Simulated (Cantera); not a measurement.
A closed system holds: 1 mol SiCl₄, a varied amount of H₂, 0.32 mol HCl, held at 1250 °C and 10.0 Torr.

These are equilibrium values from Cantera (NASA tables, ideal gas, pure condensed phases), not measurements of a reactor. Candidate condensed phases: Si; 19 gas species. The tables' values for SiCl₃ are old estimates; treat these amounts as uncertain. Equilibrium is a limit: real reactors are often held back by kinetics, nucleation or transport.

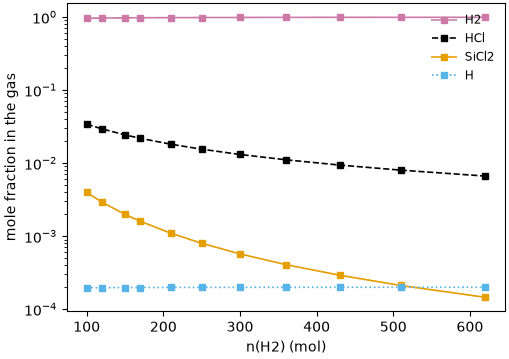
*Equilibrium gas composition (values under 1e-9 drawn at 1e-9)*

### Question
Read off the mole fractions at 360 mol H₂.

### Answer
H₂ about 0.99, HCl about 0.011, SiCl₂ about 0.00041, H about 0.00020.
